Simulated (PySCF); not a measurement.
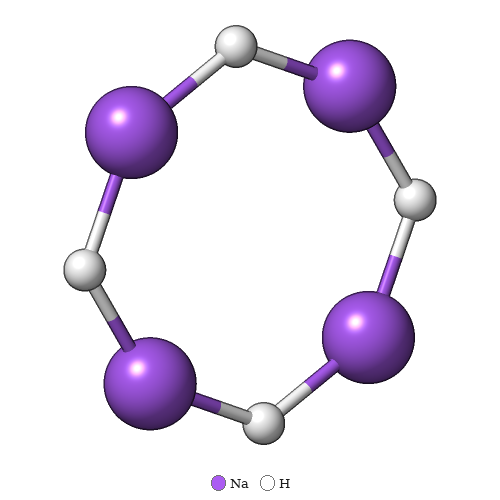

A ball-and-stick model of a molecule. Every bond is drawn as one stick, whatever its order.

Which formula does it have?

Na4H4, 8 atoms: 4 sodium and 4 hydrogen.

How many bonds of each kind are drawn?

8 Na–H. Sticks follow a distance rule.

The parts below concern this one geometry. Atoms keep their numbers from picture to picture. The geometry was computed by an optimisation with PBE0-D3(BJ)/def2-SVP. No frequency run is at hand to confirm it as a minimum.

**Electronic properties**

No frequency run is at hand to confirm it as a minimum. Method: B3LYP/def2-SVPD, gas phase (PySCF 2.14.0). Excitations: vertical, linear response.

What is the lowest vertical singlet excitation?

4.20 eV.

What is the LUMO energy (Kohn–Sham orbital)?

−0.42 eV.

Estimate the brightest of the 10 lowest singlets.

4.85 eV.

Give the dipole moment at this level.

0.00 D.

**Bond orders**

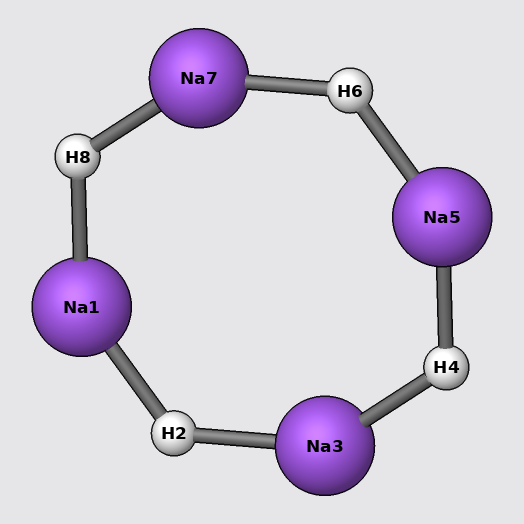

Every bond is drawn as one stick. No frequency run is at hand to confirm it as a minimum. Computed with PBE0/pcSseg-1 (PySCF 2.14.0).

List the Mayer bond orders of Na1–H2, Na1–H8 (one bond of each equivalent set).

```
  bond  Mayer order  length (Å)
Na1–H2         0.32       2.035
Na1–H8         0.32       2.040
```

**Polarisability**

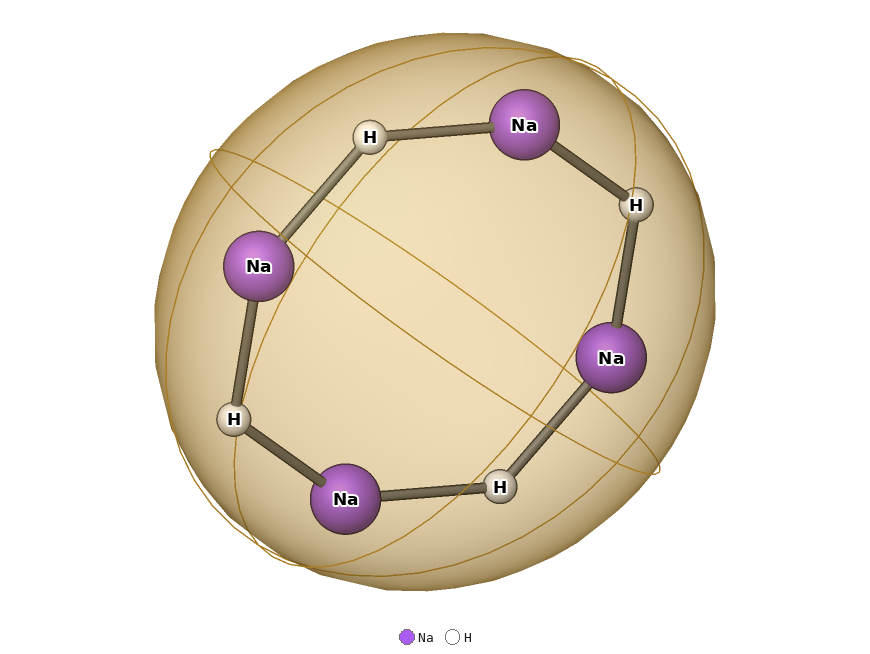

The ellipsoid shows the static dipole polarisability: its half-axes are proportional to the principal values. No frequency run is at hand to confirm it as a minimum. Computed with B3LYP/def2-SVPD (PySCF 2.14.0).

How large and how anisotropic is the polarisability?

Principal values 86.8, 109.2, 109.4 bohr³; mean 101.8 bohr³ (15.08 Å³); anisotropy 22.5 bohr³, so the longest axis is 1.26 times the shortest.

**Core levels**

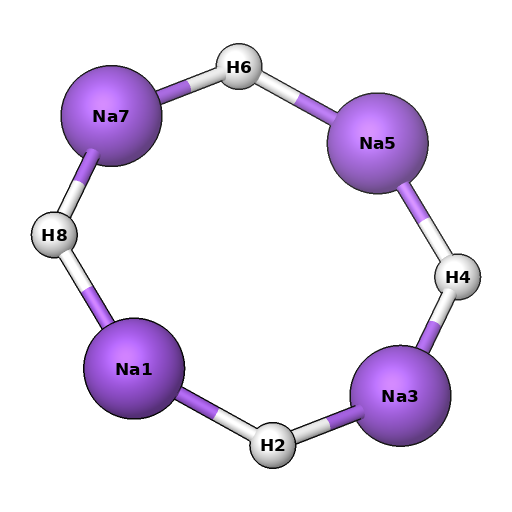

No frequency run is at hand to confirm it as a minimum. Method: delta-SCF UKS SCAN, pcX-2 on the ionised atom (unc-x2c-TZVPall on a metal), pcseg-1 elsewhere, spin-free X2C (PySCF 2.14.0).

Give the core-electron binding energies (to vacuum) of Na1 1s.

| atom | level | binding energy (eV) |
| --- | --- | --- |
| Na1 | 1s | 1077.3 |
